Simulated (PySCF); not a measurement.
## Electronic structure of C$_{6}$H$_{11}$ClSi in real space

```yaml
atoms:
  - { symbol: C, position_ang: [1.6901, 1.1857, 0.5966] }
  - { symbol: C, position_ang: [1.4851, -0.0158, 0.0700] }
  - { symbol: C, position_ang: [2.6041, -0.9986, -0.0939] }
  - { symbol: Si, position_ang: [-0.2412, -0.5673, -0.4760] }
  - { symbol: Cl, position_ang: [-0.0782, -2.2128, -1.6629] }
  - { symbol: C, position_ang: [-1.4829, 0.7635, -1.0655] }
  - { symbol: C, position_ang: [-2.2941, 0.6180, 0.2385] }
  - { symbol: C, position_ang: [-1.6170, -0.6230, 0.8568] }
  - { symbol: H, position_ang: [2.6667, 1.5058, 0.9266] }
  - { symbol: H, position_ang: [0.8923, 1.8976, 0.7220] }
  - { symbol: H, position_ang: [3.5481, -0.5822, 0.2504] }
  - { symbol: H, position_ang: [2.3906, -1.9058, 0.4694] }
  - { symbol: H, position_ang: [2.7037, -1.2822, -1.1400] }
  - { symbol: H, position_ang: [-2.0616, 0.4763, -1.9405] }
  - { symbol: H, position_ang: [-1.1106, 1.7692, -1.2393] }
  - { symbol: H, position_ang: [-2.1670, 1.4907, 0.8763] }
  - { symbol: H, position_ang: [-3.3595, 0.4792, 0.0646] }
  - { symbol: H, position_ang: [-1.3244, -0.4855, 1.8944] }
  - { symbol: H, position_ang: [-2.2539, -1.5035, 0.8097] }
```

Geometry: GFN2-xTB.

Theory: PBE0/pcSseg-1, SCF density, gas phase, non-relativistic (PySCF).

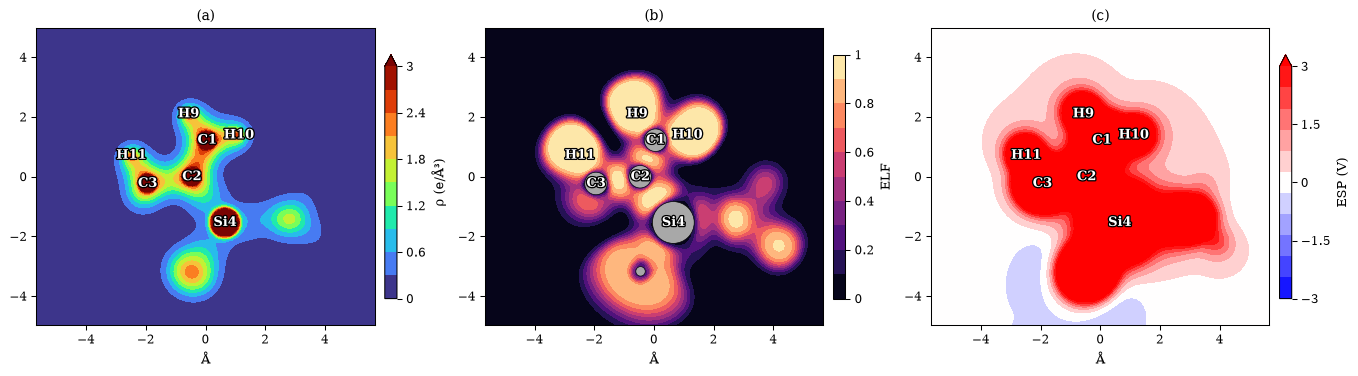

Figure 1. (a) total electron density; (b) electron localisation function; (c) electrostatic potential on the plane of atoms C2, C1 and H10. Grey discs cover the atomic cores in the ELF map.

**Interpret the plot.**

The plane passes through C, Si and H nuclei.
C–C (1.33 Å): the density is about 2.3 e/Å³ at the midpoint; the ELF peaks at about 0.90 between the atoms; a short, multiple covalent bond.
C–Si (1.89 Å): the density is about 0.94 e/Å³ at the midpoint; the ELF peaks at about 0.95 between the atoms (a covalent bond).
C–H (1.08 Å): ρ is about 2 e/Å³ halfway; the ELF climbs to about 1 towards the hydrogen, as it does in any bond to H (an ordinary covalent bond to hydrogen).
C–C (1.50 Å): ρ is about 1.7 e/Å³ halfway; the ELF peaks at about 0.95 between the atoms (a covalent bond).
The ELF also peaks beside Cl5, away from the bonds: lone-pair regions.
Outside the dense part of the molecule the potential is most negative (−0.6 V) near Cl5, which lies off the plane.

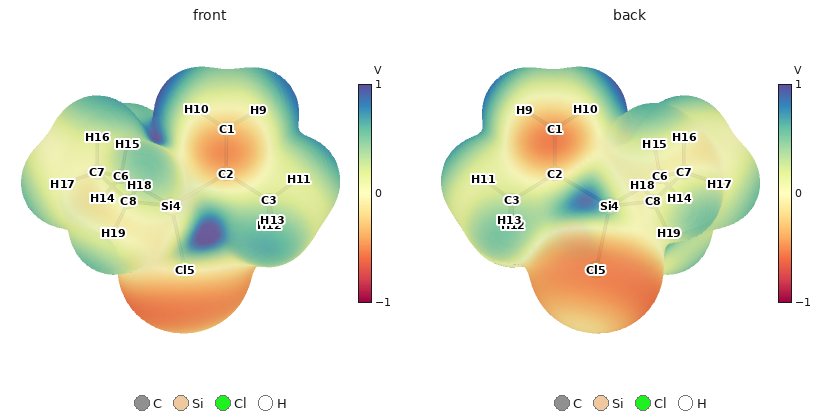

Figure 2. The electrostatic potential painted on the density surface at 0.002 e/bohr³, seen from the front and from behind; the colour scale runs from red (negative) to blue (positive).

**Where is the surface potential most negative and most positive?**

The most negative region (about −0.6 V, or −14 kcal/mol for a unit charge) lies over C1, C2 and Cl5, the most positive (about +1.0 V, or +23 kcal/mol for a unit charge) over Si4, C7 and H10.

**What dipole moment does the calculation give?**

Its dipole moment is 1.57 D.
